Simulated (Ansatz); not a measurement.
C$_{2}$H$_{2}$ClFSi: nudged elastic band

C$_{2}$H$_{2}$ClFSi, computed with UKS PBE0/def2-SVP (Ansatz 0.2.0).

It belongs to a series of runs on one base structure; here: band between the two ends. Figures and captions count atoms from 1; the log counts them from 0 in places.

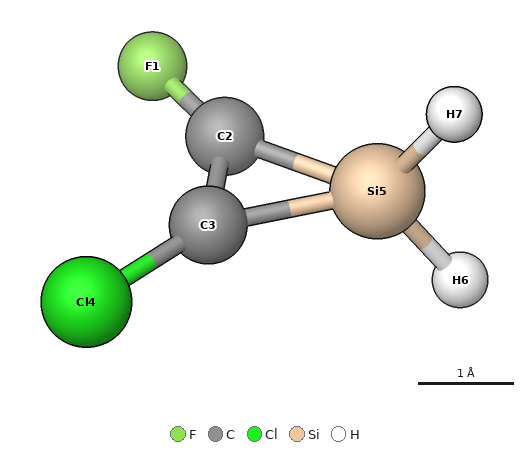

Figure 1. The structure as given in the input (ball-and-stick view, seen at a tilt; atoms are numbered from 1 in the order of the input). Bond lengths as drawn: C–C 1.33 Å, C–Cl 1.70 Å, C–F 1.31 Å, C–Si 1.82 to 1.84 Å and H–Si 1.49 Å.

The input
```yaml
crystal:
  periodic: [false, false, false]
  atoms:
    - { symbol: F, position_ang: [1.11895, -1.309659, 1.519944] }
    - { symbol: C, position_ang: [0.476159, -0.57577, 0.643552] }
    - { symbol: C, position_ang: [-0.520298, -0.744044, -0.226422] }
    - { symbol: Cl, position_ang: [-1.568248, -1.981252, -0.742845] }
    - { symbol: Si, position_ang: [0.136725, 0.974225, -0.25576] }
    - { symbol: H, position_ang: [-0.599394, 2.108364, 0.372295] }
    - { symbol: H, position_ang: [1.017407, 1.460036, -1.356464] }
magnetization:
  spin_polarized: true
basis:
  gaussian: { orbitals: def2-SVP }
hamiltonian:
  xc: pbe0
neb:
  order_check: false
  images: 7
  f_tol: 0.05
  max_iterations: 56
  final_atoms:
    - { symbol: F, position_ang: [1.38220977, -1.4089771, 0.73878079] }
    - { symbol: C, position_ang: [0.74639548, -0.3320375, 0.33952841] }
    - { symbol: C, position_ang: [-0.50236847, -0.34491535, -0.17539545] }
    - { symbol: Cl, position_ang: [-1.30851671, -1.88145489, -0.31399322] }
    - { symbol: Si, position_ang: [-1.39025098, 1.2145544, -0.74097061] }
    - { symbol: H, position_ang: [-0.19105853, 2.09638231, -0.35587241] }
    - { symbol: H, position_ang: [1.32489044, 0.58834814, 0.46222249] }
  initial_path:
    images:
      - { positions_ang: [[1.11895, -1.309659, 1.519944], [0.476159, -0.57577, 0.643552], [-0.520298, -0.744044, -0.226422], [-1.568248, -1.981252, -0.742845], [0.136725, 0.974225, -0.25576], [-0.599394, 2.108364, 0.372295], [1.017407, 1.460036, -1.356464]] }
      - { positions_ang: [[1.19159479, -1.28609316, 1.29478805], [0.45076559, -0.4979679, 0.63406532], [-0.59721804, -0.67876604, -0.16413776], [-1.48859154, -1.96793756, -0.71679935], [0.08896156, 0.99402985, -0.31814098], [-0.63840477, 2.14808111, 0.29435007], [1.0541934, 1.22055369, -1.06982534]] }
      - { positions_ang: [[1.26423958, -1.26252732, 1.06963209], [0.42537218, -0.42016581, 0.62457864], [-0.67413808, -0.61348807, -0.10185353], [-1.40893507, -1.95462312, -0.69075371], [0.04119813, 1.01383471, -0.38052195], [-0.67741553, 2.18779823, 0.21640514], [1.09097981, 0.98107139, -0.78318667]] }
      - { positions_ang: [[1.33688437, -1.23896147, 0.84447614], [0.39997877, -0.34236371, 0.61509195], [-0.75105812, -0.54821011, -0.03956929], [-1.32927861, -1.94130868, -0.66470806], [-0.00656531, 1.03363956, -0.44290293], [-0.7164263, 2.22751534, 0.13846021], [1.12776621, 0.74158908, -0.49654801]] }
      - { positions_ang: [[1.40952916, -1.21539563, 0.61932018], [0.37458536, -0.26456162, 0.60560527], [-0.82797817, -0.48293215, 0.02271494], [-1.24962215, -1.92799425, -0.63866242], [-0.05432875, 1.05344442, -0.50528391], [-0.75543706, 2.26723245, 0.06051528], [1.16455261, 0.50210678, -0.20990935]] }
      - { positions_ang: [[1.40269931, -1.263791, 0.64918533], [0.46753789, -0.28143059, 0.53908605], [-0.74657574, -0.44842795, -0.02681265], [-1.26434579, -1.91635941, -0.55749512], [-0.3883093, 1.09372191, -0.56420558], [-0.61434243, 2.22451992, -0.04358165], [1.20463707, 0.52366712, -0.04187639]] }
      - { positions_ang: [[1.39586946, -1.31218637, 0.67905049], [0.56049042, -0.29829956, 0.47256684], [-0.66517332, -0.41392375, -0.07634025], [-1.27906943, -1.90472457, -0.47632782], [-0.72228986, 1.13399941, -0.62312726], [-0.4732478, 2.18180738, -0.14767857], [1.24472153, 0.54522746, 0.12615657]] }
      - { positions_ang: [[1.38903962, -1.36058173, 0.70891564], [0.65344295, -0.31516853, 0.40604762], [-0.5837709, -0.37941955, -0.12586785], [-1.29379307, -1.89308973, -0.39516052], [-1.05627042, 1.17427691, -0.68204894], [-0.33215317, 2.13909484, -0.25177549], [1.28480599, 0.5667878, 0.29418953]] }
      - { positions_ang: [[1.38220977, -1.4089771, 0.73878079], [0.74639548, -0.3320375, 0.33952841], [-0.50236847, -0.34491535, -0.17539545], [-1.30851671, -1.88145489, -0.31399322], [-1.39025098, 1.2145544, -0.74097061], [-0.19105853, 2.09638231, -0.35587241], [1.32489044, 0.58834814, 0.46222249]] }
```

Hardware: 2 threads of Arm Neoverse V1, 24 GiB of memory available, shared host.

Launch command:
```bash
ansatz run input.yaml --threads 2 --pin off --max-ram 3072MiB --backend cpu --events-out ev --progress --plain --runs-dir out
```

Log
```
Engine: ansatz 0.2.0, aarch64-unknown-linux-gnu
Functional definition: PBE0
  parameter a = 0.25
  parameter kappa = 0.804
  parameter beta = 0.06672455060314922
  exchange = (1 - a)*pbe_x(kappa = kappa, mu = beta*pi^2/3) + a*exact_x
  correlation = pbe_c(beta = beta)
922 factors; integrals over basis functions are off by at most 2.4e-4 eV
mean field evaluation 1: about -25195.7784 eV, gradient 2.4e1 eV
mean field evaluation 2: about -25193.7522 eV, gradient 3.0e1 eV
mean field evaluation 4: about -25198.5730 eV, gradient 1.8e0 eV
mean field evaluation 8: about -25198.6069 eV, gradient 5.2e-2 eV
mean field evaluation 16: about -25198.6069 eV, gradient 1.5e-5 eV
mean field -25198.60688714 eV, -926.0317228734 hartree, gradient 1.5e-5 eV, S^2 0.000000; 0 other end points of the search recorded, 0 dependent functions left out
the calculation of the forces begins
reference -25198.60690844 eV, -926.0317236560 hartree; 27, 27 occupied and 61, 61 virtual orbitals, 922 factors
924 factors; integrals over basis functions are off by at most 1.3e-3 eV
mean field evaluation 32: about -25198.4587 eV, gradient 2.3e-5 eV
mean field -25198.45872409 eV, -926.0262779816 hartree, gradient 2.3e-5 eV, S^2 0.000000; 1 other end points of the search recorded, 0 dependent functions left out
[... from here on the field's lines of each further geometry are left out, up to the last ...]
NEB iter   1: max|band force component| = 1.412e1 eV/Å  barrier→ = 4.8799 eV  barrier← = 4.7318 eV  Δτ_max = 0.1848 Å  (759 SCF iters)
NEB iter   2: max|band force component| = 6.801e0 eV/Å  barrier→ = 3.4735 eV  barrier← = 3.3253 eV  Δτ_max = 0.1990 Å  (433 SCF iters)
NEB iter   3: max|band force component| = 3.287e0 eV/Å  barrier→ = 2.6561 eV  barrier← = 2.5080 eV  Δτ_max = 0.1946 Å  (310 SCF iters)
NEB iter   4: max|band force component| = 1.773e0 eV/Å  barrier→ = 2.2469 eV  barrier← = 2.0988 eV  Δτ_max = 0.2000 Å  (280 SCF iters)
NEB iter   5: max|band force component| = 1.247e0 eV/Å  barrier→ = 2.1314 eV  barrier← = 1.9832 eV  Δτ_max = 0.1558 Å  (282 SCF iters)
NEB iter   6: max|band force component| = 7.630e-1 eV/Å  barrier→ = 2.1338 eV  barrier← = 1.9856 eV  Δτ_max = 0.1692 Å  (295 SCF iters)
NEB iter   7: max|band force component| = 7.845e-1 eV/Å  barrier→ = 2.1452 eV  barrier← = 1.9970 eV  Δτ_max = 0.0844 Å  (298 SCF iters)
NEB iter   8: max|band force component| = 5.366e-1 eV/Å  barrier→ = 2.1311 eV  barrier← = 1.9830 eV  Δτ_max = 0.0845 Å  (316 SCF iters)
NEB iter   9: max|band force component| = 5.932e-1 eV/Å  barrier→ = 2.1062 eV  barrier← = 1.9581 eV  Δτ_max = 0.0425 Å  (315 SCF iters)
NEB iter  10: max|band force component| = 4.723e-1 eV/Å  barrier→ = 2.0839 eV  barrier← = 1.9358 eV  CI = image 3  Δτ_max = 0.0423 Å  (413 SCF iters)
NEB iter  11: max|band force component| = 3.021e-1 eV/Å  barrier→ = 2.1099 eV  barrier← = 1.9617 eV  CI = image 3  Δτ_max = 0.0846 Å  (367 SCF iters)
NEB iter  12: max|band force component| = 2.441e-1 eV/Å  barrier→ = 2.1308 eV  barrier← = 1.9826 eV  CI = image 3  Δτ_max = 0.0846 Å  (325 SCF iters)
NEB iter  13: max|band force component| = 2.961e-1 eV/Å  barrier→ = 2.1301 eV  barrier← = 1.9819 eV  CI = image 3  Δτ_max = 0.0846 Å  (299 SCF iters)
NEB iter  14: max|band force component| = 3.413e-1 eV/Å  barrier→ = 2.1297 eV  barrier← = 1.9816 eV  CI = image 3  Δτ_max = 0.1688 Å  (285 SCF iters)
NEB iter  15: max|band force component| = 4.514e-1 eV/Å  barrier→ = 2.1297 eV  barrier← = 1.9815 eV  CI = image 3  Δτ_max = 0.1674 Å  (246 SCF iters)
NEB iter  16: max|band force component| = 3.961e-1 eV/Å  barrier→ = 2.1296 eV  barrier← = 1.9815 eV  CI = image 3  Δτ_max = 0.1670 Å  (261 SCF iters)
NEB iter  17: max|band force component| = 3.453e-1 eV/Å  barrier→ = 2.1296 eV  barrier← = 1.9815 eV  CI = image 3  Δτ_max = 0.0830 Å  (244 SCF iters)
NEB iter  18: max|band force component| = 2.623e-1 eV/Å  barrier→ = 2.1296 eV  barrier← = 1.9814 eV  CI = image 3  Δτ_max = 0.1665 Å  (239 SCF iters)
NEB iter  19: max|band force component| = 3.628e-1 eV/Å  barrier→ = 2.1296 eV  barrier← = 1.9814 eV  CI = image 3  Δτ_max = 0.0770 Å  (242 SCF iters)
NEB iter  20: max|band force component| = 1.005e-1 eV/Å  barrier→ = 2.1296 eV  barrier← = 1.9814 eV  CI = image 3  Δτ_max = 0.0269 Å  (239 SCF iters)
NEB iter  21: max|band force component| = 6.550e-2 eV/Å  barrier→ = 2.1296 eV  barrier← = 1.9814 eV  CI = image 3  Δτ_max = 0.0170 Å  (231 SCF iters)
the calculation of the forces begins
reference -25198.15952286 eV, -926.0152825391 hartree; 27, 27 occupied and 61, 61 virtual orbitals, 925 factors
922 factors; integrals over basis functions are off by at most 6.6e-4 eV
mean field -25196.47727515 eV, -925.9534610759 hartree, gradient 1.1e-5 eV, S^2 0.000000; 2 other end points of the search recorded, 0 dependent functions left out
the calculation of the forces begins
reference -25196.47729540 eV, -925.9534618202 hartree; 27, 27 occupied and 61, 61 virtual orbitals, 922 factors
NEB iter  22: max|band force component| = 2.552e-2 eV/Å  barrier→ = 2.1296 eV  barrier← = 1.9814 eV  CI = image 3  Δτ_max = 0.0000 Å  (535 SCF iters)
```

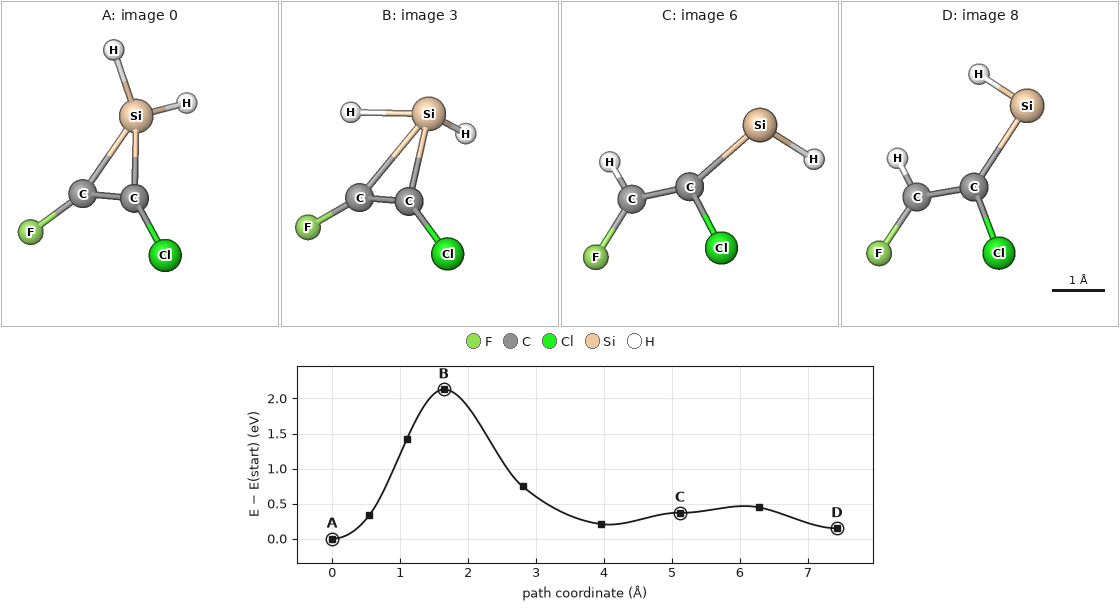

Figure 2. Images of the last band (counted from 0; ball-and-stick, seen at a tilt) above the energy along the path; the line is a cubic interpolation that uses the forces. The highest image is number 3, 2.130 eV above the start and 1.981 eV above the end (the climbing image); the end lies 0.148 eV above the start. The path is 7.43 Å long. The band converged in 22 iterations.

```
Total energy: -25196.47729540 eV, -925.9534618202 hartree
Atom 0 at     1.409759    -0.903770     1.224782 Å, force     0.000143     0.000037     0.000085 eV/Å
Atom 1 at     0.547816    -0.494125     0.348426 Å, force    -0.000221     0.000084    -0.000169 eV/Å
Atom 2 at    -0.532548    -0.712057    -0.305299 Å, force     0.000027    -0.000236     0.000133 eV/Å
Atom 3 at    -1.770555    -1.836446    -0.557945 Å, force    -0.000016     0.000083    -0.000060 eV/Å
Atom 4 at    -0.178501     1.144115    -0.751850 Å, force    -0.000035     0.000085    -0.000021 eV/Å
Atom 5 at    -0.708684     1.928729     0.438436 Å, force     0.000015    -0.000030     0.000008 eV/Å
Atom 6 at     1.294015     0.805453    -0.442249 Å, force     0.000088    -0.000024     0.000024 eV/Å
Dipole moment:     0.027798     0.009840     0.044280 e Å
this run last wrote the band of iteration 22 to [file]
```

The last band as extended XYZ (Å, eV, eV/Å)
```
7
Properties=species:S:1:pos:R:3:forces:R:3 image=0 energy=-25198.60689
F     1.1189   -1.3097    1.5199   -0.0006   0.0018   0.0003
C     0.4762   -0.5758    0.6436   -0.0051  -0.0041  -0.0081
C    -0.5203   -0.7440   -0.2264    0.0099   0.0055   0.0115
Cl   -1.5682   -1.9813   -0.7428   -0.0017   0.0000  -0.0026
Si    0.1367    0.9742   -0.2558   -0.0003  -0.0027  -0.0033
H    -0.5994    2.1084    0.3723    0.0005  -0.0002  -0.0015
H     1.0174    1.4600   -1.3565   -0.0027  -0.0003   0.0037
7
Properties=species:S:1:pos:R:3:forces:R:3 image=1 energy=-25198.27098
F     1.2805   -1.1554    1.3703   -0.2256  -0.4534   0.2468
C     0.4659   -0.5431    0.5513   -0.0276  -0.1169   0.2517
C    -0.5774   -0.7638   -0.2444   -0.0319   0.0075   0.0975
Cl   -1.7006   -1.9681   -0.6779    0.1314  -0.1021  -0.1251
Si    0.0414    0.9747   -0.3220    0.3329  -0.1137   0.4787
H    -0.7136    2.0688    0.3452    0.0401   0.1795  -0.1653
H     1.2651    1.3188   -1.0682   -0.2194   0.5991  -0.7843
7
Properties=species:S:1:pos:R:3:forces:R:3 image=2 energy=-25197.19074
F     1.3636   -0.9813    1.2738   -0.2214  -0.3520   0.2136
C     0.4735   -0.4987    0.4519   -0.3211  -0.0323   0.4298
C    -0.5697   -0.7634   -0.2820   -0.1695  -0.1976   0.0949
Cl   -1.7661   -1.9163   -0.6248   -0.0275  -0.2819  -0.2797
Si   -0.0845    1.0199   -0.5152    0.4223  -0.5079   0.9670
H    -0.7159    2.0029    0.4073    0.0197   0.3257  -0.1395
H     1.3603    1.0689   -0.7566    0.2974   1.0459  -1.2861
7
Properties=species:S:1:pos:R:3:forces:R:3 image=3 energy=-25196.47728
F     1.4098   -0.9038    1.2248    0.0001   0.0000   0.0001
C     0.5478   -0.4941    0.3484   -0.0002   0.0001  -0.0002
C    -0.5325   -0.7121   -0.3053    0.0000  -0.0002   0.0001
Cl   -1.7706   -1.8364   -0.5579    0.0000   0.0001  -0.0001
Si   -0.1785    1.1441   -0.7519    0.0000   0.0001   0.0000
H    -0.7087    1.9287    0.4384    0.0000   0.0000   0.0000
H     1.2940    0.8055   -0.4422    0.0001   0.0000   0.0000
7
Properties=species:S:1:pos:R:3:forces:R:3 image=4 energy=-25197.86076
F     1.2867   -1.1813    1.1499   -0.0796  -0.2071  -0.0679
C     0.8295   -0.4442    0.1583    0.2201   0.0406  -0.1531
C    -0.3956   -0.4264   -0.3994    0.1098   0.2179  -0.0718
Cl   -1.6325   -1.5896   -0.2134    0.1135   0.1782   0.2742
Si   -0.2903    1.4194   -0.8005   -0.1007   0.2115  -0.0320
H    -1.2865    1.8386    0.2726   -0.4533  -0.0732  -0.1190
H     1.5500    0.3153   -0.2132    0.1902  -0.3679   0.1696
7
Properties=species:S:1:pos:R:3:forces:R:3 image=5 energy=-25198.39868
F     1.3284   -1.5728    0.8481    0.0028  -0.0713  -0.0646
C     0.9841   -0.4992    0.1784    0.0437  -0.0368   0.0130
C    -0.2789   -0.1913   -0.1904    0.0168   0.0594   0.0300
Cl   -1.5456   -1.3373    0.0971    0.0247   0.0723   0.0424
Si   -0.3965    1.6197   -0.6717   -0.0583   0.0138   0.0054
H    -1.8546    1.7505   -0.2473   -0.0895  -0.0079  -0.0717
H     1.8245    0.1623   -0.0600    0.0598  -0.0295   0.0456
7
Properties=species:S:1:pos:R:3:forces:R:3 image=6 energy=-25198.23722
F     1.2657   -1.6465    0.8827    0.0060   0.0083  -0.0204
C     1.1018   -0.4721    0.2910   -0.0054  -0.0022   0.0056
C    -0.0601   -0.0369   -0.1865   -0.0212  -0.0061   0.0176
Cl   -1.5043   -1.0746   -0.1207    0.0036  -0.0266  -0.0023
Si   -1.0612    1.2143   -1.1984    0.0011  -0.0071  -0.0031
H    -1.6981    1.8239    0.0542    0.0328   0.0204  -0.0033
H     2.0175    0.1238    0.2320   -0.0169   0.0135   0.0060
7
Properties=species:S:1:pos:R:3:forces:R:3 image=7 energy=-25198.15950
F     1.3439   -1.5761    0.7987    0.0177   0.0161  -0.0211
C     0.9162   -0.4211    0.3194   -0.0335   0.0119   0.0086
C    -0.3045   -0.2447   -0.2033   -0.0401  -0.0352  -0.0013
Cl   -1.4208   -1.5944   -0.2041    0.0180  -0.0812  -0.0157
Si   -1.1712    1.1800   -1.1199   -0.0264  -0.0039   0.0260
H    -0.9742    2.2188   -0.0052    0.1245   0.0481  -0.0140
H     1.6719    0.3695    0.3687   -0.0602   0.0442   0.0174
7
Properties=species:S:1:pos:R:3:forces:R:3 image=8 energy=-25198.45872
F     1.3822   -1.4090    0.7388    0.0007   0.0023   0.0004
C     0.7464   -0.3320    0.3395   -0.0004  -0.0038  -0.0004
C    -0.5024   -0.3449   -0.1754   -0.0004   0.0032  -0.0002
Cl   -1.3085   -1.8815   -0.3140   -0.0020  -0.0019  -0.0009
Si   -1.3903    1.2146   -0.7410    0.0005  -0.0009   0.0006
H    -0.1911    2.0964   -0.3559    0.0002  -0.0007   0.0000
H     1.3249    0.5883    0.4622    0.0014   0.0017   0.0004
```

Results in brief

```tsv
quantity	value
outcome	converged
barrier, forward	2.130 eV
barrier, backward	1.981 eV
wall time	9.4 min (CPU time 19 min)
peak memory	0.31 GiB
```

Notes

The order of the saddle point was not checked.
